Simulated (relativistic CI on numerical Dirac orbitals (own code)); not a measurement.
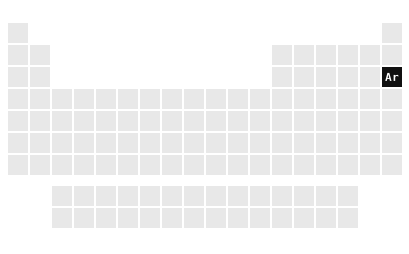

*The place of argon in the periodic table.*

# Relativistic CI calculation for Ar⁺

Ar⁺. Level asked for: Dirac-Coulomb-Breit CI, KLI orbitals optimised for each configuration, model QED (radiative potential, 1s self-energy scaled to tabulated hydrogen-like ionisation energies), numerical settings as typed (relativistic CI on numerical Dirac orbitals, in-house).

## Input file
```
atom Ar  Z=18  charge=1  electrons=17
nucleus A=40  rms_radius_fm=3.4274
hamiltonian dirac-coulomb  breit=on  qed=on  c_scale=1
orbitals kli  potential=per-configuration
slater_scale 1
correlation none
mixing on
grid step=0.6 r_max=74.5
scf mixing=0.4 start=green max_iterations=81 tolerance=2e-08 node_fill=0.05
configurations
  [Ne] 3s2 3p5
  [Ne] 3s 3p6
  [Ne] 3s2 3p4 3d
  [Ne] 3s2 3p3 3d2
  [Ne] 3s2 3p4 4s
end
```

Launched within a batch (the task file carries these settings):
```bash
python <driver script> task.json out
```

The program writes its results to a structured record and prints no log; tables and figures of this report are taken from that record.

## Outcome

- outcome: refused by the program
- hardware: 1 CPU thread, shared host

## What went wrong

This input holds a deliberate fault: grid. The program refused the input; the driver noted: the grid has 31 points, outside 40 to 4096.
